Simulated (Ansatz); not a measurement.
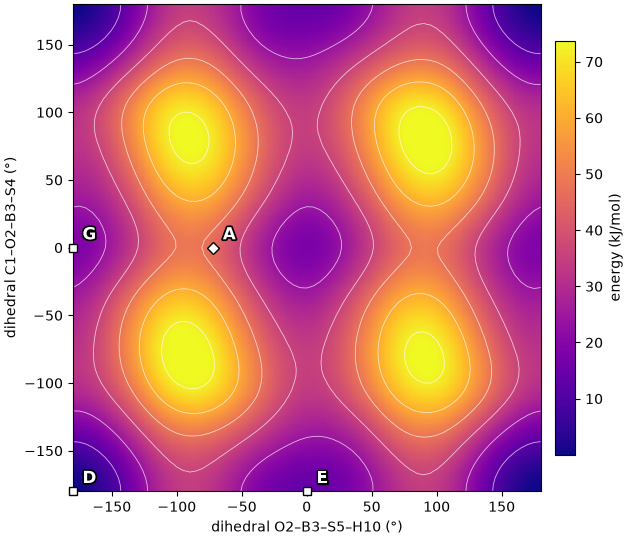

CH5BOS2, SMILES COB(S)S. 
- Coordinates scanned: (1) dihedral O2–B3–S5–H10; (2) dihedral C1–O2–B3–S4.
- Nothing is relaxed (all other coordinates rigid).
- The grid has 10 × 10 points.
- All energies are given in kJ/mol relative to the relaxed molecule at the same level.
- Computed with RKS PBE0-D4/def2-SVP in Ansatz.

In the figure: a smooth colour map with a few white contour lines, lettered points. Between grid points the surface is interpolated.

Is G the lowest point of the computed grid?

Answer. No. G lies 19 kJ/mol above the lowest grid point, which is at dihedral O2–B3–S5–H10 = −180°, dihedral C1–O2–B3–S4 = −180°. It is a local minimum.

Rank the lettered points by energy, lowest first.

Answer. D (0 kJ/mol), E (14 kJ/mol), G (19 kJ/mol), A (46 kJ/mol).

What kind of point is each of D, E, G: minimum, saddle, maximum or slope?

Answer. D: minimum; E: minimum; G: minimum. (In these two coordinates alone; a stationary point may lie a little off the grid point.)
